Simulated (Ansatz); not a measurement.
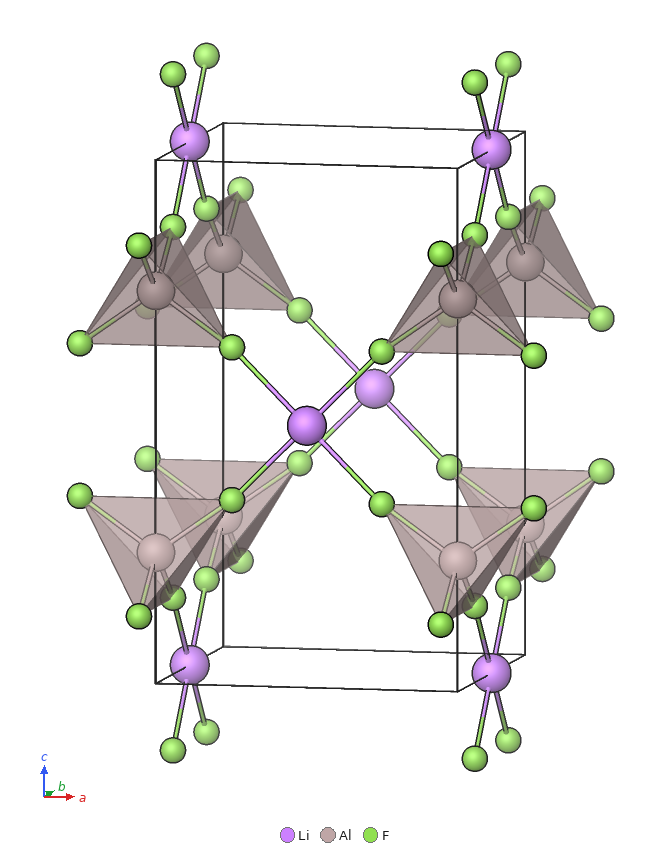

The figure gives a polyhedral picture of the atoms, viewed slightly off an axis. Thin lines show the conventional unit cell, with boundary atoms drawn in all their periodic places. Some atoms of the next cells are drawn as well.

LiAlF$_{4}$, space group P4_2/mmc (No. 131), a = 5.502 Å, b = 5.502 Å, c = 9.382 Å, α = 90.00°, β = 90.00°, γ = 90.00°. The structure comes from a structure type filled with these elements by a generator (whether the compound takes this form wasn't checked). Earlier steps of the study may have refined or changed the cell and positions. A calculation with Ansatz used it as input.

This one geometry was computed with Ansatz (DFT, plane waves, PAW) at three levels of theory: PBE, r2SCAN and LDA.

Q: Which level gives the highest pressure at this volume, and what does that say about its equilibrium volume?

A: Highest: PBE (0.0 GPa), which points to the largest equilibrium volume. Lowest, with the smallest volume: LDA (-2.6 GPa). Levels within 0.5 GPa of each other can't be told apart.

Q: How does the band gap change with the level of theory?

A: PBE: a gap of 6.66 eV, indirect; LDA: a gap of 6.71 eV, indirect; r2SCAN: a gap of 7.62 eV, indirect.

Q: Collect the results in a table.

A:
| level | cutoff (eV) | k-mesh of the run's cell | gap (eV) | pressure (GPa) |
| --- | --- | --- | --- | --- |
| PBE | 420 | 4×4×4 | 6.66 | 0.0 |
| r2SCAN | 500 | 4×4×4 | 7.62 | -1.5 |
| LDA | 420 | 4×4×4 | 6.71 | -2.6 |

Gaps are taken on the k-mesh or band path of each run.
